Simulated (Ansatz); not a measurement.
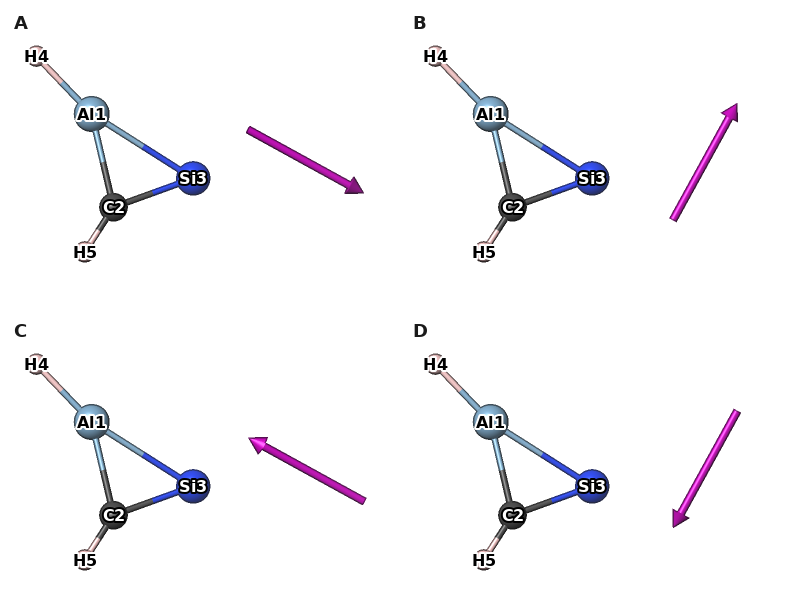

The same molecule four times, each with an arrow. Charge 0, doublet. Computed geometry: PBE0-D4/def2-TZVP optimisation. No frequency run is at hand to confirm it as a minimum. Method: UKS PBE0-D4/def2-TZVP (Ansatz 0.2.0).

Which arrow points along the dipole moment, from the negative to the positive end?

C. The dipole moment is 1.08 D; it points from the side of Si3 to the side of H4 (the outermost atoms at the two ends).
